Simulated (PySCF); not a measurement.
# C4H12OSi: what the fields show

```yaml
atoms:
  - { symbol: C, position_ang: [-1.7744, 1.0771, -0.9145] }
  - { symbol: C, position_ang: [-0.8606, -0.0673, -0.4869] }
  - { symbol: C, position_ang: [-1.5146, -0.9163, 0.5992] }
  - { symbol: C, position_ang: [0.4780, 0.4814, 0.0135] }
  - { symbol: O, position_ang: [1.3613, -0.5713, 0.2631] }
  - { symbol: Si, position_ang: [2.8802, -0.5415, 0.8136] }
  - { symbol: H, position_ang: [-1.9773, 1.7359, -0.0725] }
  - { symbol: H, position_ang: [-1.3148, 1.6631, -1.7071] }
  - { symbol: H, position_ang: [-2.7202, 0.6853, -1.2804] }
  - { symbol: H, position_ang: [-0.6516, -0.7046, -1.3528] }
  - { symbol: H, position_ang: [-0.8331, -1.7017, 0.9150] }
  - { symbol: H, position_ang: [-1.7594, -0.3007, 1.4627] }
  - { symbol: H, position_ang: [-2.4279, -1.3741, 0.2276] }
  - { symbol: H, position_ang: [0.3215, 1.0591, 0.9340] }
  - { symbol: H, position_ang: [0.9122, 1.1550, -0.7368] }
  - { symbol: H, position_ang: [3.7655, 0.1971, -0.0941] }
  - { symbol: H, position_ang: [2.9643, 0.1000, 2.1306] }
  - { symbol: H, position_ang: [3.1422, -1.9703, 0.8477] }
```

Geometry: GFN2-xTB.

All numbers below come from PBE0/pcSseg-1, SCF density, gas phase, non-relativistic (PySCF).

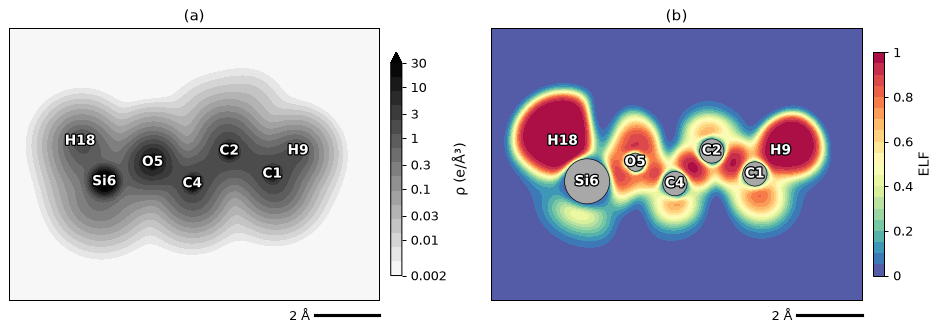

Figure 1. (a) total electron density; (b) electron localisation function on the plane of atoms C2, C4 and O5. Grey discs cover the atomic cores in the ELF map.

Q: Read the bonding off the picture.

A: The plane passes through C, O, Si and H nuclei.
C–O (1.40 Å): the density is about 2.1 e/Å³ at the midpoint, with its minimum of 1.8 e/Å³ about 0.5 Å from C; the ELF peaks at about 0.85 between the atoms: a shared but strongly polarised pair.
C–C (1.53 Å): ρ at the midpoint is about 1.6 e/Å³; the ELF peaks at about 0.95 between the atoms; a covalent bond.
Si–O (1.62 Å): the density is about 1.2 e/Å³ at the midpoint; the ELF peaks at about 0.85 between the atoms; a short, strongly polar bond.
C–H (1.09 Å): ρ is about 2 e/Å³ halfway; the ELF climbs to about 1 towards the hydrogen, as it does in any bond to H; an ordinary covalent bond to hydrogen.
Si–H (1.45 Å): the density is about 0.83 e/Å³ at the midpoint; the ELF climbs to about 1 towards the hydrogen.
The ELF also peaks beside O5, away from the bonds: lone-pair regions.

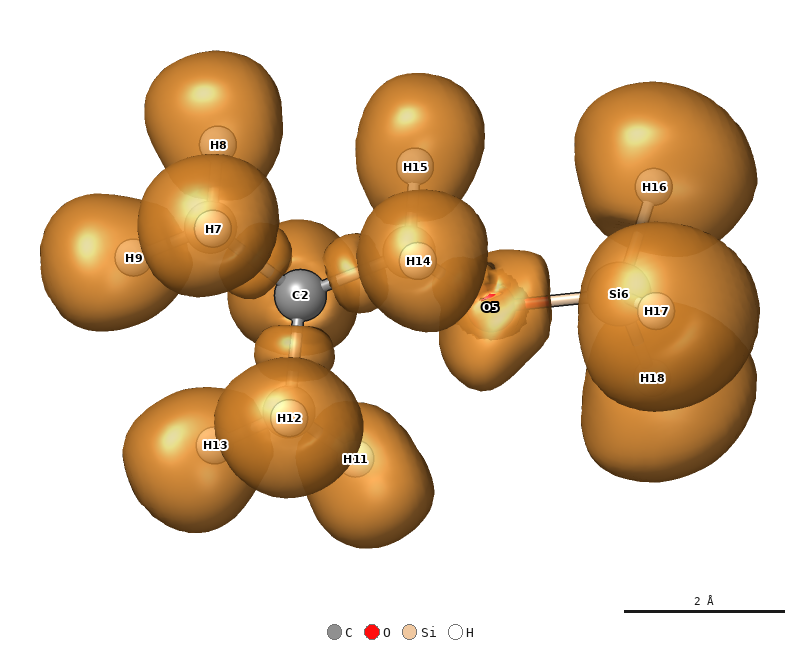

Figure 2. Isosurface of the ELF at 0.75 (orange), seen across its widest extent. Only the valence region is drawn (cores and ρ < 0.01 e/Å³ removed).

Q: Identify the bonds, lone pairs and shells in this picture.

A: At this value the surface marks out three regions between bonded C–C atoms (shared pairs), twelve regions around hydrogen nuclei and one region on O in which the atom's valence shell and bonds are merged.

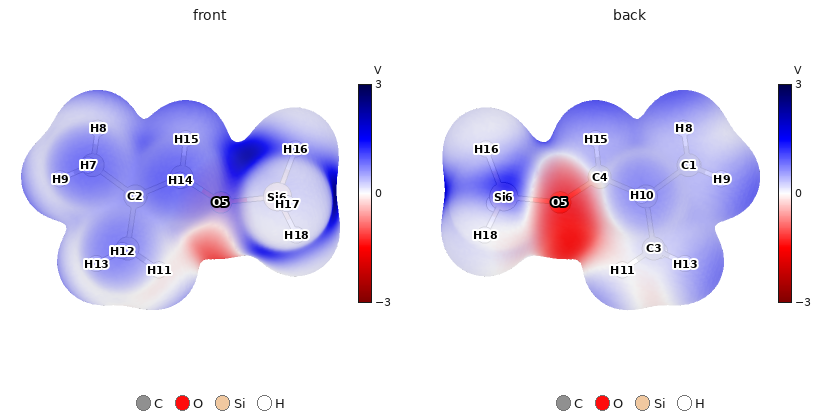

Figure 3. The molecular electrostatic potential painted on the density surface at 0.004 e/bohr³, seen from the front and from behind; red is negative and blue positive.

Q: Which sites attract a positive test charge, and which a negative one?

A: A positive charge is drawn to the negative regions and a negative charge to the positive ones. The most negative region (about −1.5 V) lies over O5, the most positive (about +2.3 V) over Si6. O5 is the likeliest acceptor of a hydrogen bond.

Q: What dipole moment does the calculation give?

A: Its dipole moment is 0.95 D.
